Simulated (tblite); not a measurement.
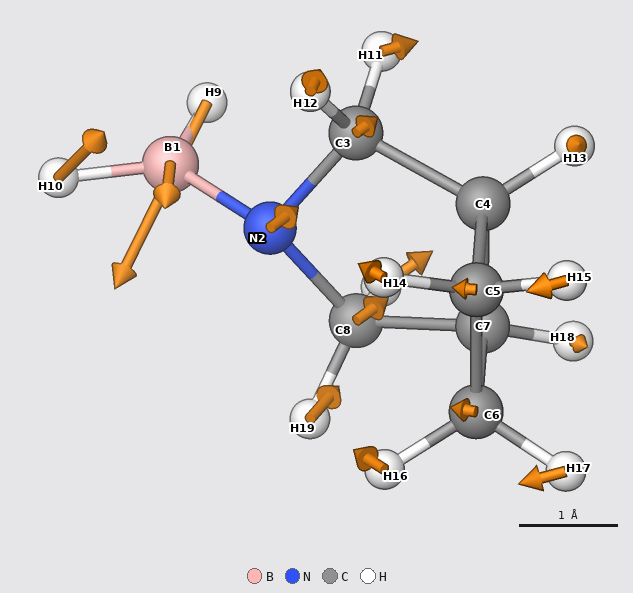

A relaxation of C₆H₁₂BN. The starting structure is drawn; orange arrows show the displacements, at their true length. The two geometries are superimposed by the best rigid fit.

The picture is a ball-and-stick view, seen from a free direction.

Computed with GFN2-xTB geometry optimisation, gas phase (tblite 0.8.0). 

Question: What did the optimiser do to the structure, and how much energy did it gain?

Answer: Over 86 geometry steps the energy falls by 38.4 kcal/mol. The largest move after the best rigid fit is that of an H atom, 2.28 Å. Largest moves by element: H 2.28 Å, B 0.70 Å, N 0.51 Å, C 0.50 Å. Near-neighbour distances that change, for instance: B–N 1.547 → 1.374 Å, C–H 1.121 → 1.088 Å, C–N 1.477 → 1.450 Å, C–C 1.512 → 1.536 Å. Among the angles between lasting bonds that change: B–N–C 111.2° → 126.8°, B–N–C 112.5° → 127.0°, H–C–H 113.6° → 109.0°.
